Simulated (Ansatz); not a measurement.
Relaxed Te (trigonal-Te type, space group P3_121):

```
CELL_PARAMETERS angstrom
      4.62412     0.00000     0.00000
     -2.31206     4.00460     0.00000
      0.00000     0.00000     5.90339
ATOMIC_POSITIONS crystal
  Te 0.25335 0.00000 0.33333
  Te 0.00000 0.25335 0.66667
  Te 0.74665 0.74665 0.00000
```

In this cell atom 2 (Te, nearest neighbour Te at 2.827 Å; its periodic images, 4.6 Å or more away, move with it) is moved by s towards the nearest neighbour, unit vector (0.622, -0.359, -0.696); all other atoms and the cell stay fixed.

Calculation: r2SCAN (plane waves to 500 eV, PAW, scalar-relativistic; Ansatz, an electronic-structure program). k mesh 7×7×5 (Γ-centred), Fermi-Dirac smearing 0.05 eV. Energies are smeared free energies. Left out: 1 of 11 points, with atoms too close for the PAW data. As the smearing reaches across the gap at some points, energies and forces of such displacements shift with the k mesh and the smearing. Spin-orbit coupling is left out, though Te is heavy. Te was relaxed with its symmetry unable to fall. The zero of ΔE is the undisplaced structure.

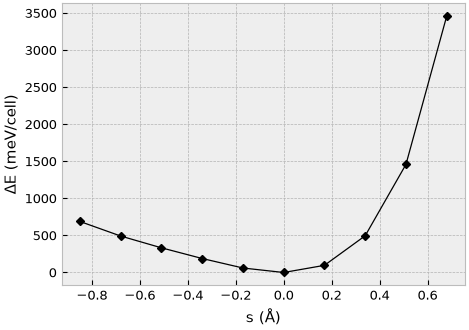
*ΔE (meV/cell) against s (Å); one marker a computed point.*

### Question
Is the energy the same for displacements of ±0.680 Å, and if not, which side lies higher?

### Answer
Not even: the positive side lies higher at ±0.680 Å.

### Question
What is the energy change at s = 0.680 Å?

### Answer
About 3500 meV/cell.

(A displaced cell: forces are minus the slopes of the energy, force constants its curvatures, and phonons follow from these.)
